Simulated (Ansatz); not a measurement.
# CH2SZn: what the fields show

```yaml
atoms:
  - { symbol: S, position_ang: [-1.3420, -0.9560, -1.0290] }
  - { symbol: C, position_ang: [-0.3378, -0.7358, 0.2251] }
  - { symbol: Zn, position_ang: [0.6481, 0.9278, 0.0413] }
  - { symbol: H, position_ang: [-0.3129, -1.4984, 1.0070] }
  - { symbol: H, position_ang: [1.3445, 2.2625, -0.2444] }
```

Geometry: PBE0-D4/def2-TZVP.

Theory: RKS PBE0-D4/def2-TZVPP in Ansatz.

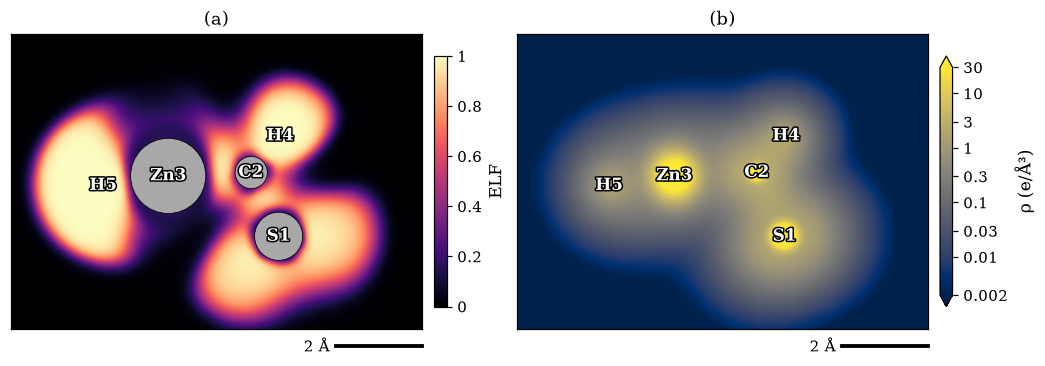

Figure 1. (a) electron localisation function; (b) total electron density on the molecular plane. Grey discs cover the atomic cores in the ELF map.

### Read the bonding off the picture.

- The plane passes through S, C, Zn and H nuclei.
- C–S (1.62 Å): ρ is about 1.7 e/Å³ halfway; the ELF peaks at about 0.90 between the atoms, as expected for localised, covalent bonding.
- C–Zn (1.94 Å): the density is about 0.78 e/Å³ at the midpoint; the ELF peaks at about 0.95 in the valence shell of C, 0.7 Å from its nucleus, and is about 0.40 at the midpoint.
- C–H (1.09 Å): the density is about 2.1 e/Å³ at the midpoint; the ELF climbs to about 1 towards the hydrogen, as it does in any bond to H; an ordinary covalent bond to hydrogen.
- Zn–H (1.53 Å): ρ at the midpoint is about 1.2 e/Å³; the ELF climbs to about 1 towards the hydrogen.
- The ELF also peaks beside S1, away from the bonds: lone-pair regions.

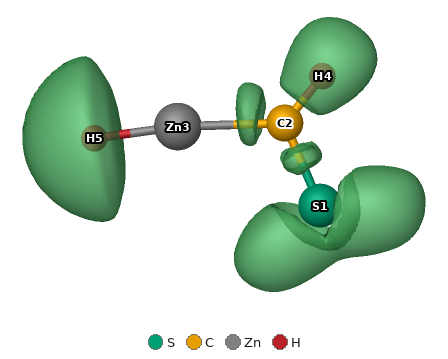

Figure 2. Isosurface of the electron localisation function at 0.8 (green), seen across its widest extent. Core shells and regions of very low density are left out.

### What do the ELF domains correspond to?

At this value the surface marks out one region between bonded C–S atoms (shared pairs), two regions around hydrogen nuclei, one lobe of the valence shell of C pointing towards Zn (polar bonds) and one region wrapped around S (its valence shell).

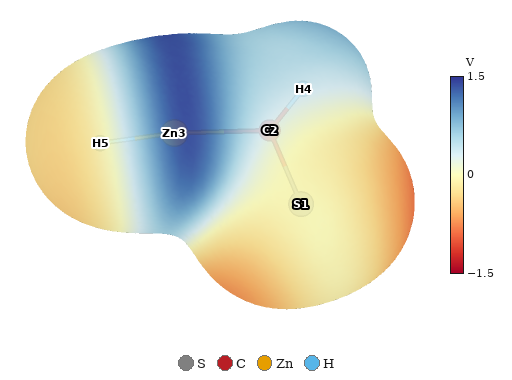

Figure 3. The molecular electrostatic potential painted on the density surface at 0.001 e/bohr³, seen across its widest extent; red is negative and blue positive.

### Describe the electrostatic potential map.

The most negative region (about −0.8 V, or −18 kcal/mol for a unit charge) lies over S1, the most positive (about +1.4 V, or +32 kcal/mol for a unit charge) over Zn3.
